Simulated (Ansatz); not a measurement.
Base system: KI in the rock salt structure (space group Fm-3m, No. 225; a = 7.1824 Å).

It is then changed as follows: a hydrostatic pressure of 0.3 GPa.

Method: Ansatz (a program for electronic structure) PBE, no spin-orbit coupling.

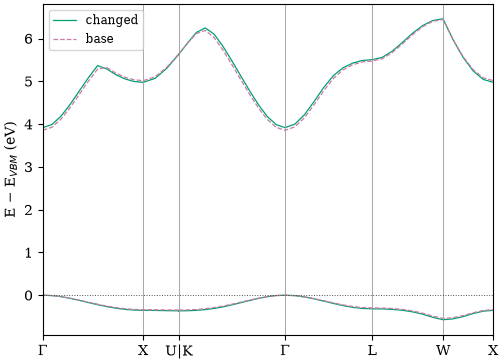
*Highest valence and lowest conduction band along the path, each from its own valence-band maximum*

Read the changed gap and its character from the plot.

About 3.9 eV, direct at Γ.

With I present, leaving out spin-orbit coupling can change the band edges. Load acts through the strain it causes; cell and atoms are relaxed under it. Whether these cells are dynamically stable was not tested.
